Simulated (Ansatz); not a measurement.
CH₃OSi (doublet)

The calculation's input:

```
crystal:
  periodic: [false, false, false]
  atoms:
    - { symbol: O, position_ang: [-0.4055, -1.67382, 0.91567] }
    - { symbol: C, position_ang: [-0.24267, -0.93941, -0.05732] }
    - { symbol: Si, position_ang: [0.21951, 0.84406, 0.05921] }
    - { symbol: H, position_ang: [-0.60907, -2.51383, 1.39841] }
    - { symbol: H, position_ang: [0.38231, 1.60715, -1.16541] }
    - { symbol: H, position_ang: [0.42385, 1.51506, 1.32599] }
magnetization:
  spin_polarized: true
  initial_magnetization: 1
basis:
  gaussian: { orbitals: def2-SVP }
hamiltonian:
  xc: pbe0
  dispersion: d4
relax:
  f_tol: 0.02
  max_steps: 50
output:
  orbitals: {}
```

Launched as:

```sh
ansatz run input.yaml --threads 1 --pin off --max-ram 2048MiB --backend cpu --events-out ev --progress --plain --runs-dir out
```

The fields are those of the relaxed geometry.

All numbers below come from UKS PBE0-D4/def2-SVP (Ansatz).

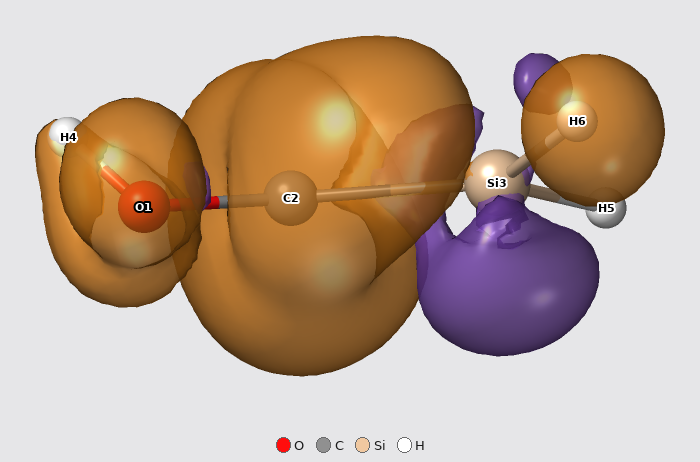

Figure 1. Isosurfaces of the spin density at +0.015 (orange) and −0.015 e/Å³ (purple), seen from one side.

Q: Describe the spin distribution.

A: The unpaired spin (1 electron) lies mostly on C2 (about 0.7) and O1 (about 0.2), in electrons by Hirshfeld's partition.

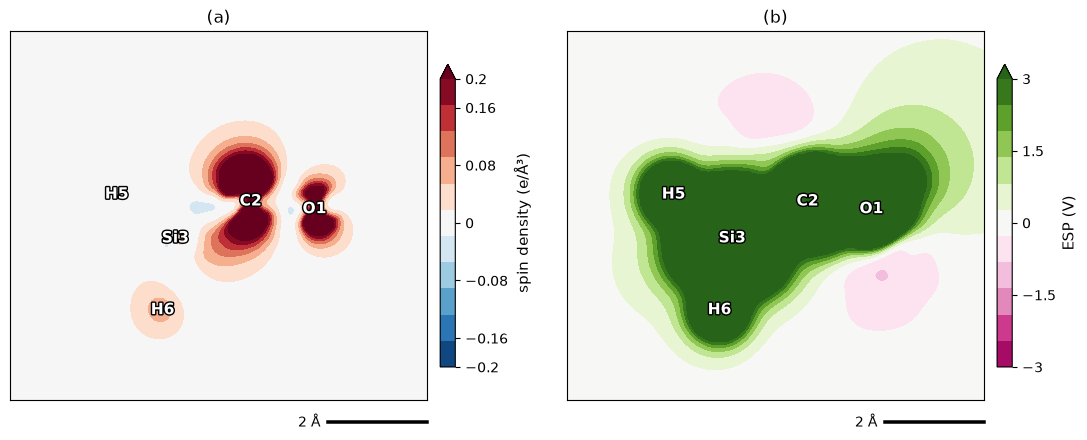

Figure 2. (a) spin density (α minus β); (b) molecular electrostatic potential on the plane of atoms C2, Si3 and H5.

Q: Describe what can be read from this map.

A: The section cuts through O, C, Si and H sites.

Outside the dense part of the molecule the potential is most negative (−0.9 V) near O1.

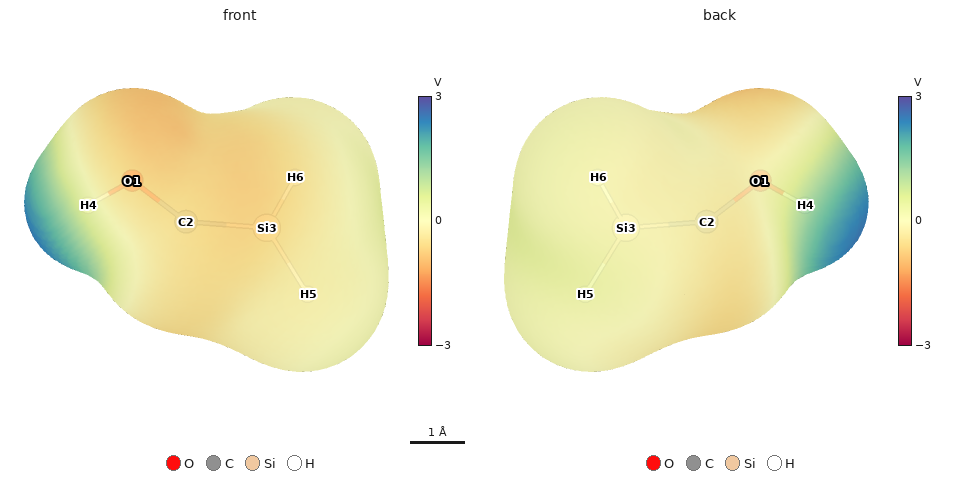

Figure 3. The electrostatic potential painted on the density surface at 0.001 e/bohr³, seen from the front and from behind; the colour scale runs from red (negative) to blue (positive).

Q: Describe the electrostatic potential map.

A: The most negative region (about −0.9 V) lies over O1, the most positive (about +2.5 V) over H4.
